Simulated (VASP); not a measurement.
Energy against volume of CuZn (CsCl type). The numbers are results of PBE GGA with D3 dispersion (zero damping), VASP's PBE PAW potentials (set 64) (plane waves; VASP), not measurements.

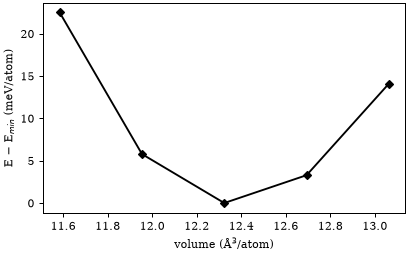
Energy against volume

### Question
Estimate the equilibrium volume and the bulk modulus.

### Answer
The minimum lies near 12.4 Å³/atom, and the curvature gives B0 of about 130 GPa.

Measured: bulk modulus 116 GPa (computed value off by +10.8 %), as given by Niraj K. Nepal et al., Physical Review B (2020), arXiv:2007.11150; a 2.958 Å (computed value off by -1.5 %), as given by First-Principles Study on the Electrical and Thermal Conductivities of Cu–Zn Binary Alloys. The calculation is for a static lattice, while the measured bulk modulus, a hold thermal and zero-point effects, which are part of the difference.

The compound is CuZn in the CsCl type structure. It was relaxed first.
